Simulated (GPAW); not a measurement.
# How TiO2 (Rutile) absorbs and reflects light

Aim: the dielectric function of TiO2 (Rutile), and the optical constants that follow from it.

Main program and level: GPAW 26.7.0; DFT, PBE, plane-wave PAW (GPAW data sets), scalar-relativistic, RPA, optical limit.

## Step 1: Starting point

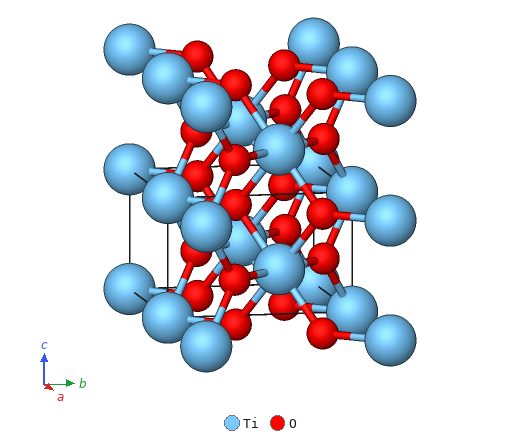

The cell as given, slightly off an axis (titanium blue, oxygen red). 2×1×2 cells are drawn. Some periodic images of atoms are drawn too.

## Step 2: Ground state

The self-consistent density comes first; it also tells whether there is a gap, which decides the occupations and the need for a Drude term.

This step: DFT, PBE, plane-wave PAW (GPAW data sets), scalar-relativistic, ground state (GPAW 26.7.0).

Input file gs.py:

```python
from ase import Atoms
from ase.dft.bandgap import bandgap
from gpaw import GPAW, PW, FermiDirac

atoms = Atoms(['Ti', 'Ti', 'O', 'O', 'O', 'O'],
              cell=[[4.592200000000, 0.000000000000, 0.000000000000],
                    [0.000000000000, 4.592200000000, 0.000000000000],
                    [0.000000000000, 0.000000000000, 2.957400000000]],
              scaled_positions=[[0.500000000000, 0.500000000000, 0.500000000000],
                                [0.000000000000, 0.000000000000, 0.000000000000],
                                [0.804960000000, 0.195040000000, 0.500000000000],
                                [0.695040000000, 0.695040000000, 0.000000000000],
                                [0.195040000000, 0.804960000000, 0.500000000000],
                                [0.304960000000, 0.304960000000, 0.000000000000]],
              pbc=[True, True, True])
atoms.calc = GPAW(mode=PW(450), xc='PBE', kpts={'size': (5, 5, 8), 'gamma': True},
                  occupations=FermiDirac(0.05), maxiter=150, txt='gs.txt')
print('energy (eV)', atoms.get_potential_energy())
print('Fermi level (eV)', atoms.calc.get_fermi_level())
print('valence electrons', atoms.calc.get_number_of_electrons())
print('gap (eV)', bandgap(atoms.calc, output=None)[0])
print('direct gap (eV)', bandgap(atoms.calc, direct=True, output=None)[0])
atoms.calc.write('gs.gpw')
```

Started as:

```bash
OMP_NUM_THREADS=1 python gs.py
```

Numbers of over 12 decimals in the logs are rounded to 6 here.

The log of the run:

```text
__  _  _
 | _ |_)|_||  |
 |__||  | ||/\| - 26.7.0

Versions:
  Python: 3.12.14
  ASE:    3.29.0
  Numpy:  2.5.5
  Scipy:  1.18.1
  Libxc:  7.0.0

Input parameters:
  mode=PW(ecut=450.000000),
  kpts=MonkhorstPack(size=(5, 5, 8), gamma=True),
  maxiter=150,
  occupations=Occupations(name='fermi-dirac', width=0.05, fixmagmom=False),
  xc=XC(name='PBE')

Diagonalizing LCAO Hamiltonian
Converting LCAO to pw mode
    .----------.
   /|          |
  / |          |
 *  | O Ti     |
 |  .-----O----.
 | /       O  /
 |/  O       /
 Ti---------*

Atoms  # Å, Bohr magnetons
|   | symbol |        x |        y |        z |    initial magnetic moments |
| 0 |     Ti | 2.296100 | 2.296100 | 1.478700 | ( 0.0000,  0.0000,  0.0000) |
| 1 |     Ti | 0.000000 | 0.000000 | 0.000000 | ( 0.0000,  0.0000,  0.0000) |
| 2 |      O | 3.696537 | 0.895663 | 1.478700 | ( 0.0000,  0.0000,  0.0000) |
| 3 |      O | 3.191763 | 3.191763 | 0.000000 | ( 0.0000,  0.0000,  0.0000) |
| 4 |      O | 0.895663 | 3.696537 | 1.478700 | ( 0.0000,  0.0000,  0.0000) |
| 5 |      O | 1.400437 | 1.400437 | 0.000000 | ( 0.0000,  0.0000,  0.0000) |

Unit cell  # Å
| periodic |        x |        y |        z |  lengths |    angles |
|      yes | 4.592200 | 0.000000 | 0.000000 | 4.592200 | 90.000000 |
|      yes | 0.000000 | 4.592200 | 0.000000 | 4.592200 | 90.000000 |
|      yes | 0.000000 | 0.000000 | 2.957400 | 2.957400 | 90.000000 |

Number of symmetries: 8
Symmetry operations  # r_c * U_cc + t_c -> r_c
|   | kind |            matrix            |
| 0 |  E   |  1, 0, 0,  0, 1, 0,  0, 0, 1 |
| 1 |  σ   |  1, 0, 0,  0, 1, 0,  0, 0,-1 |
| 2 |  σ   |  0, 1, 0,  1, 0, 0,  0, 0, 1 |
| 3 |  C2  |  0, 1, 0,  1, 0, 0,  0, 0,-1 |
| 4 |  σ   |  0,-1, 0, -1, 0, 0,  0, 0, 1 |
| 5 |  C2  |  0,-1, 0, -1, 0, 0,  0, 0,-1 |
| 6 |  C2  | -1, 0, 0,  0,-1, 0,  0, 0, 1 |
| 7 |  i   | -1, 0, 0,  0,-1, 0,  0, 0,-1 |

BZ-sampling:
  Number of BZ points: 200
  Number of IBZ points: 45

  Monkhorst-Pack size: [5, 5, 8]
  Monkhorst-Pack shift: [0.0, 0.0, 0.0625]

K-points  # in reciprocal-cell coordinates
|     |                                coordinates |     weight |
|   0 | (  0.00000000,   0.00000000,   0.00000000) | 0.00500000 |
|   1 | (  0.00000000,   0.00000000,   0.12500000) | 0.01000000 |
|   2 | (  0.00000000,   0.00000000,   0.25000000) | 0.01000000 |
|   3 | (  0.00000000,   0.00000000,   0.37500000) | 0.01000000 |
|   4 | (  0.00000000,   0.00000000,   0.50000000) | 0.00500000 |
|   5 | (  0.20000000,  -0.20000000,   0.00000000) | 0.01000000 |
|   6 | (  0.20000000,  -0.20000000,   0.12500000) | 0.02000000 |
|   7 | (  0.20000000,  -0.20000000,   0.25000000) | 0.02000000 |
|   8 | (  0.20000000,  -0.20000000,   0.37500000) | 0.02000000 |
|   9 | (  0.20000000,  -0.20000000,   0.50000000) | 0.01000000 |
| ... |                                            |            |
|  44 | (  0.40000000,   0.40000000,   0.50000000) | 0.01000000 |

Plane wave coefficients: 1374
Cutoff: 450.000000 eV

Spin-components: 1 (collinear spins)
Bands:           33
Projectors:      32
Spin-degeneracy: 2
Datatype:        complex128

Parallelization:
  kpt:    1
  domain: 1
  band:   1

Density:
  Valence electrons: 48.0
  Components: 1
  Grid points: [24 24 15]
  Charge: 0.0  # |e|

Potential:
  Grid points: [24 24 15]

species:
  Ti:
    name:    Titanium
    id:
    Z:       22.0
    valence: 12
    core:    10
    charge:  0.0  # [|e|]
    compensation charges:
      type: gauss
      rc: 0.38  # [Å]
      lmax: 2
    cutoffs:
      filter: 2.23  # [Å]
      core: 1.02  # [Å]
    projectors
    | kind |    occ | energy [eV] | rcut [Å] |
    |   3s |  2.000 |     -62.623 |    1.270 |
    |   4s |  2.000 |      -4.466 |    1.270 |
    |   3p |  6.000 |     -38.862 |    1.058 |
    |   4p |  0.000 |      -1.466 |    1.058 |
    |   3d |  2.000 |      -4.258 |    1.058 |
    |    d |        |      22.953 |    1.058 |

    Using partial waves for Ti as LCAO basis

  O:
    name:    Oxygen
    id:
    Z:       8.0
    valence: 6
    core:    2
    charge:  0.0  # [|e|]
    compensation charges:
      type: gauss
      rc: 0.21  # [Å]
      lmax: 2
    cutoffs:
      filter: 1.17  # [Å]
      core: 0.83  # [Å]
    projectors
    | kind |    occ | energy [eV] | rcut [Å] |
    |   2s |  2.000 |     -23.961 |    0.688 |
    |   2p |  4.000 |      -9.029 |    0.598 |
    |    s |        |       3.251 |    0.688 |
    |    p |        |      18.182 |    0.598 |
    |    d |        |       0.000 |    0.619 |

    Using partial waves for O as LCAO basis

Reference energy: -54611.437768  # eV

eigensolver:
  PPCG
  Converge bands: occupied
  niter=2

density mixing:
  MSR1-Mixer
  Pratt-step length: 0.05
  Maximum mixing coefficient: 0.75
  Old densities: 10
  SVD Regularization: 0.005
  Good broyden scale: 1.0
  Trust region scale: 1.0
  Backstep threshold: 4.0
  History deletion threshold: 6.0
  Fourier metric: weight=20.0, sigma=0.015

occupation numbers:
  Fermi-Dirac:
    width: 0.0500  # eV

poisson solver:
  ecut: 3600.000000  # eV

xc functional:
  name: PBE with 2 nearest neighbor stencil

convergence criteria:
- Maximum [total energy] change in last 3 cyles: 0.0005 eV / valence electron
- Maximum integral of absolute [dens]ity change: 0.0001 electrons / valence electron
- Maximum integral of absolute [eigenst]ate change: 4e-08 eV^2 / valence electron
maximum number of iterations: 150

SCF iterations
|iter     |      energy | eigst |  dens |
|iter:   1||  -56.769269 | -0.39 |       |
|iter:   2||  -54.056718 | -1.48 | -0.80 |
|iter:   3||  -48.945628 | +0.03 | -0.86 |
|iter:   4||  -48.508434 | -1.07 | -1.33 |
|iter:   5||  -48.488061 | -1.86 | -1.57 |
|iter:   6||  -48.471276 | -3.07 | -2.04 |
|iter:   7||  -48.470798c| -3.66 | -2.74 |
|iter:   8||  -48.470803c| -5.14 | -3.30 |
|iter:   9||  -48.470796c| -5.85 | -3.71 |
|iter:  10||  -48.470798c| -6.67 | -4.04c|
|iter:  11||  -48.470798c| -7.19 | -4.28c|
|iter:  12||  -48.470798c| -7.65c| -4.96c|

Converged in 12 steps
SCF loop duration: 37.881 s (3.157 s/step)
Energy contributions relative to reference atoms: (reference = -54611.437768)

Energy contributions:
  Kinetic:          40.561616
  Coulomb:         -46.347884
  Zero:              0.218847
  External:          0.000000
  Xc:              -42.903377
  Entropy:          -0.000000
  Spinorbit:         0.000000
  ----------------------------
  Free energy:     -48.470798
  Extrapolated:    -48.470798

dipole moment: (-14.812681, -14.812681, -26.213070)  # |e|*Ang

Fermi level: 6.612
Eigenvalues  # (at kpt = [0.000, 0.000, 0.000])
| band index |      eig [eV] | occ [0-2] |
|          0 |       -51.177 |     2.000 |
|        ... |               |           |
|         16 |         1.874 |     2.000 |
|         17 |         3.111 |     2.000 |
|         18 |         3.111 |     2.000 |
|         19 |         3.731 |     2.000 |
|         20 |         4.967 |     2.000 |
|         21 |         5.242 |     2.000 |
|         22 |         5.242 |     2.000 |
|         23 |         5.704 |     2.000 |
|         24 |         7.583 |     0.000 |
|         25 |         7.892 |     0.000 |
|         26 |         8.117 |     0.000 |
|         27 |         8.207 |     0.000 |
|         28 |         8.207 |     0.000 |
|         29 |        10.083 |     0.000 |
|         30 |        10.290 |     0.000 |
|         31 |        12.359 |     0.000 |
|         32 |        13.456 |     0.000 |

Gap: 1.879 eV
Transition (v -> c):
  (s=0, k=0, n=23, [0.00, 0.00, 0.00]) -> (s=0, k=0, n=24, [0.00, 0.00, 0.00])
No difference between direct/indirect transitions

--- standard output ---
energy (eV) -48.470798
Fermi level (eV) 6.611590
valence electrons 48.0
gap (eV) 1.879195
direct gap (eV) 1.879195
```

Wall time 42 s (1 thread of Arm Neoverse V2, shared host); peak memory 0.18 GiB.

Read-outs, printed or worked out from the files:

```
energy                 : -48.47 eV
Fermi energy           : 6.612 eV
gap on the k-mesh      : 1.879 eV
direct gap on the mesh : 1.879 eV
electrons              : 48
```

There is a gap, 1.88 eV on this mesh (points off the mesh can give less), so no carriers' term is needed.

## Step 3: Bands for the response

The response needs many more empty bands than the density does.

This step: DFT, PBE, plane-wave PAW (GPAW data sets), scalar-relativistic, bands at fixed density (GPAW 26.7.0).

Input file nscf.py:

```python
from ase.dft.bandgap import bandgap
from gpaw import GPAW, FermiDirac

calc = GPAW('gs.gpw').fixed_density(kpts={'size': (6, 6, 10), 'gamma': True}, nbands=53, convergence={'bands': 47},
                                    occupations=FermiDirac(0.001), txt='nscf.txt')
print('gap (eV)', bandgap(calc, output=None)[0])
print('direct gap (eV)', bandgap(calc, direct=True, output=None)[0])
print('top band over the Fermi level (eV)', min(calc.get_eigenvalues(kpt=k)[46] for k in range(len(calc.get_ibz_k_points()))) - calc.get_fermi_level())
calc.write('full.gpw', mode='all')
```

Started as:

```bash
OMP_NUM_THREADS=1 python nscf.py
```

The log of the run:

```text
Diagonalizing LCAO Hamiltonian
Converting LCAO to pw mode
convergence criteria:
- Maximum integral of absolute [eigenst]ate change: 4e-08 eV^2 / valence electron
maximum number of iterations: 150

SCF iterations
|iter     |      energy | eigst |  dens |
|iter:   1||             | +2.26 |       |
|iter:   2||             | +1.20 |       |
|iter:   3||             | -0.07 |       |
|iter:   4||             | -1.37 |       |
|iter:   5||             | -2.45 |       |
|iter:   6||             | -3.64 |       |
|iter:   7||             | -4.72 |       |
|iter:   8||             | -5.83 |       |
|iter:   9||             | -6.87 |       |
|iter:  10||             | -7.64c|       |
SCF steps: 10
  __  _  _
 | _ |_)|_||  |
 |__||  | ||/\| - 26.7.0

Versions:
  Python: 3.12.14
  ASE:    3.29.0
  Numpy:  2.5.5
  Scipy:  1.18.1
  Libxc:  7.0.0

Input parameters:
  mode=PW(ecut=450.000000),
  convergence={'bands': 47},
  gpts=array([24, 24, 15]),
  kpts=MonkhorstPack(size=(6, 6, 10), gamma=True),
  maxiter=150,
  nbands=53,
  occupations=Occupations(name='fermi-dirac', width=0.001, fixmagmom=False),
  parallel={},
  xc=XC(name='PBE')

--- standard output ---
gap (eV) 1.879195
direct gap (eV) 1.879195
top band over the Fermi level (eV) 20.826028
```

It took 85 s on 1 thread; peak memory 0.27 GiB.

## Step 4: Dielectric function, RPA

Local fields let the induced charge screen the field inside the cell, which as a rule lowers ε, most along directions where the density is uneven.

This step: DFT, PBE, plane-wave PAW (GPAW data sets), scalar-relativistic, RPA, optical limit (GPAW 26.7.0).

Input file df.py:

```python
from gpaw.response.df import DielectricFunction

df = DielectricFunction('full.gpw', frequencies={'type': 'nonlinear', 'domega0': 0.03, 'omega2': 8},
                        ecut=30,
                        eta=0.2,
                        nbands=47,
                        txt='df.txt')
for direction in ['x', 'z']:
    df.get_dielectric_function(xc='RPA', direction=direction, filename=f'df_{direction}.csv')
```

Started as:

```bash
OMP_NUM_THREADS=1 python df.py
```

The log of the run:

```text
Using integrator: PointIntegrator
NonLinearFrequencyDescriptor(from 0.000 to 81.948 eV, 522 points)
Nonperiodic BCs:  [False False False]
Using integrator: PointIntegrator
NonLinearFrequencyDescriptor(from 0.000 to 81.948 eV, 522 points)
Nonperiodic BCs:  [False False False]

Calculating chi0 body with:
    Ground state adapter containing:
    Number of spins: 1
    Number of kpoints: 360
    Number of irreducible kpoints: 78
    Number of completely occupied states: 24
    Number of partially occupied states: 24

    Linear response parametrization:
    q_c: [0.0, 0.0, 0.0]
    Number of frequency points: 522
    Planewave cutoff: 30.0
    Number of bands: 47
    Number of planewaves: 23
    Broadening (eta): 0.2

Integrating chi0 body.

Symmetries of q_c:
    Direct symmetries (Uq -> q): 8
    Indirect symmetries (TUq -> q): 0
In total 8 allowed symmetries.

78 groups of equivalent kpoints. 78.333333% reduction.

Integral kind: spectral function

Calculating chi0 optical extensions with:
    Ground state adapter containing:
    Number of spins: 1
    Number of kpoints: 360
    Number of irreducible kpoints: 78
    Number of completely occupied states: 24
    Number of partially occupied states: 24

    Linear response parametrization:
    Number of frequency points: 522
    Planewave cutoff: 30.0
    Number of bands: 47
    Number of planewaves: 23
    Broadening (eta): 0.2
Integrating chi0 head and wings.

Symmetries of q_c:
    Direct symmetries (Uq -> q): 8
    Indirect symmetries (TUq -> q): 0
In total 8 allowed symmetries.

78 groups of equivalent kpoints. 78.333333% reduction.

Integral kind: spectral function wings
```

The job ended after 17 s (1 thread; peak memory 0.24 GiB).

Numbers from this step:

| Property | Result |
| --- | --- |
| electronic dielectric constant ε∞, mean over x, y and z (by symmetry where fewer were run) | 6.995 |

Sum at mesh points, not converged in k; values under the direct gap are tails of Lorentzian lines. The Im ε by photon energy; read off at these points:

```csv
photon energy (eV),E ∥ x,E ∥ z
0.0,0,0
1.0,0.131,0.167
2.0,0.541,0.692
3.0,6.42,7.67
3.8,7.16,10.2
4.0,7.42,9.80
5.0,5.26,5.11
6.0,3.45,4.91
7.0,5.13,6.69
7.4,5.37,10.5
7.6,5.58,10.2
8.0,4.92,7.57
9.0,2.14,3.75
10.0,1.64,1.75
11.0,1.26,0.909
12.0,1.22,0.595
13.0,1.58,0.826
14.0,1.04,0.877
15.0,1.13,1.34
16.0,0.954,1.35
17.0,1.15,1.61
18.0,1.27,1.69
19.0,1.53,1.66
```

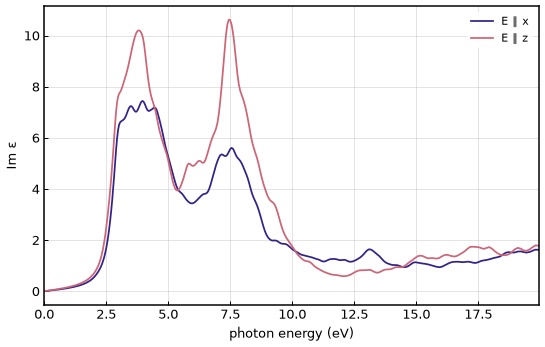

Im ε, plotted against photon energy.

The reflectivity at normal incidence has structure finer than the step of the table below, so its rows give means over 1 eV, whole bins alone (the curve runs from 0 to 19.9 eV). Peaks (eV: height): E ∥ x 2.9: 31.7, 8.8: 35.9, 13.3: 11.5; E ∥ z 3.9: 36.7, 9.6: 52.7.

Sum at mesh points, not converged in k. Reflectivity at normal incidence against photon energy; means over each step:

```csv
photon energy (eV),E ∥ x (%),E ∥ z (%)
1,20.1,23.5
2,23.6,27.3
3,30.4,34.1
4,30.3,35.0
5,27.0,24.9
6,18.8,23.3
7,24.0,30.7
8,32.5,44.6
9,30.7,48.1
10,20.1,51.7
11,11.8,43.0
12,7.98,18.3
13,9.23,6.35
14,7.71,4.19
15,5.57,6.44
16,4.86,7.38
17,5.53,9.23
18,6.24,11.9
19,8.56,11.5
```

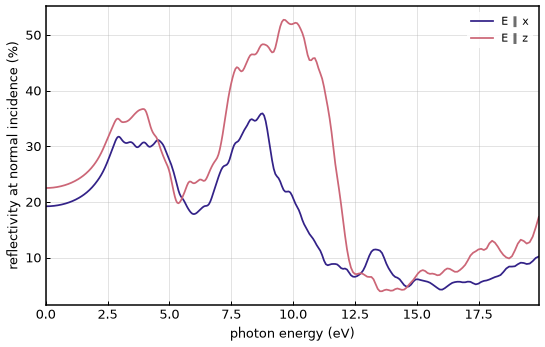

Reflectivity at normal incidence, plotted against photon energy.

The loss function −Im 1/ε at q → 0 has structure finer than the step of the table below, so its rows give means over 2 eV, whole bins alone (the curve runs from 0 to 19.9 eV). Peaks (eV: height): E ∥ x 11.2: 0.751, 13.8: 0.740; E ∥ z 12.0: 1.68.

Sum at mesh points, not converged in k; values under the direct gap are tails of Lorentzian lines. Table of loss function −Im 1/ε at q → 0 by energy loss; means over each step:

```csv
energy loss (eV),E ∥ x,E ∥ z
2,0.0128,0.0117
4,0.103,0.0970
6,0.194,0.134
8,0.223,0.123
10,0.604,0.292
12,0.610,1.12
14,0.619,0.591
16,0.506,0.480
18,0.437,0.533
```

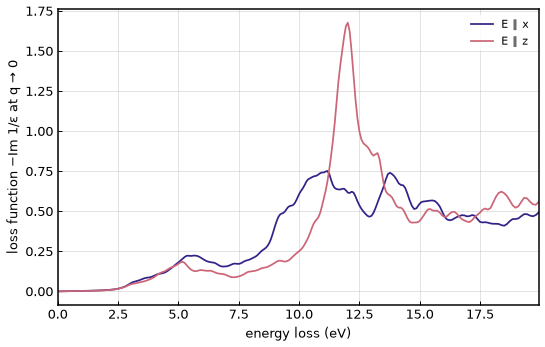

Loss function −Im 1/ε at q → 0 against energy loss.

Sum at mesh points, not converged in k; values under the direct gap are tails of Lorentzian lines. Im ε, E ∥ x against photon energy; read off at these points:

```csv
photon energy (eV),without local fields,with local fields
0.0,0,0
1.0,0.136,0.131
2.0,0.567,0.541
3.0,6.74,6.42
3.5,7.65,7.24
4.0,7.51,7.42
5.0,5.07,5.26
6.0,3.36,3.45
7.0,5.44,5.13
7.6,5.89,5.58
8.0,5.09,4.92
9.0,1.97,2.14
10.0,1.42,1.64
11.0,1.11,1.26
12.0,1.28,1.22
13.0,1.75,1.58
14.0,1.20,1.04
15.0,1.22,1.13
16.0,1.02,0.954
17.0,1.21,1.15
18.0,1.36,1.27
19.0,1.62,1.53
```

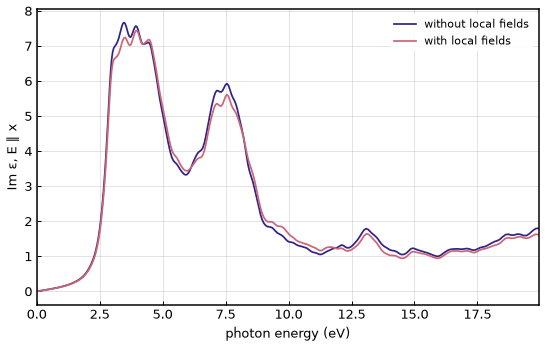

Im ε, E ∥ x against photon energy.

Optical constants at common wavelengths, from n + ik = √ε:

```csv
wavelength (nm),n x,k x,R (%) x,1/α x,n z,k z,R (%) z,1/α z
1550,2.60,0.019,19.7,6.5 µm,2.85,0.022,23.0,5.6 µm
800,2.72,0.050,21.3,1.3 µm,2.98,0.058,24.8,1.1 µm
532,3.03,0.176,25.6,241 nm,3.37,0.219,29.6,193 nm
405,3.16,1.046,31.3,31 nm,3.43,1.135,34.4,28 nm
365,2.93,1.213,30.7,24 nm,3.28,1.350,34.8,22 nm
308,2.55,1.449,30.6,17 nm,2.62,1.842,36.5,13 nm
248,1.82,1.449,27.6,14 nm,1.92,1.334,25.5,15 nm
```

Below the direct gap, k and the depth come from the tails of the Lorentzian lines, not from transitions.

Rows near the edge hang on the gap, which this functional as a rule makes too small, and phonon-assisted absorption is left out.

## Step 5: Summary of results

- electronic dielectric constant ε∞, mean over x, y and z (by symmetry where fewer were run) (RPA): 6.99

**Reading.** At this level (PBE, RPA) TiO2 has a mean ε∞ = 6.99 and n = 2.60 at 1550 nm (E ∥ x). On the mesh the gap is 1.88 eV and the least direct gap 1.88 eV. Local fields change the static value along x from 6.68 to 6.56 (-2 %). The static values by axis are 6.56 (x), 7.87 (z). Excitons and phonon-assisted transitions are missing; PBE gaps are as a rule too small, which pulls the onset down and ε∞ up. In this version of GPAW the matrix elements of the optical limit are incomplete, which can lower ε − 1 by up to a tenth where first-row anions or d states rule, and shift it by more in d metals. The sum runs over mesh points 0.23 Å⁻¹ apart with no interpolation, so peaks are partly noise of the mesh and static values carry its error.

[Machine, clock and banner lines and Python warnings are left out of the logs.]

[Logs are printed without paths, hosts, clocks, repeated set-up lines and the standing remarks that a program may print on its own settings, such as how far it seeks lower states.]

[Hosts, paths, dates, database ids (printed as entryN), source tags and the programs' standing remarks are cut or masked in the printed files.]
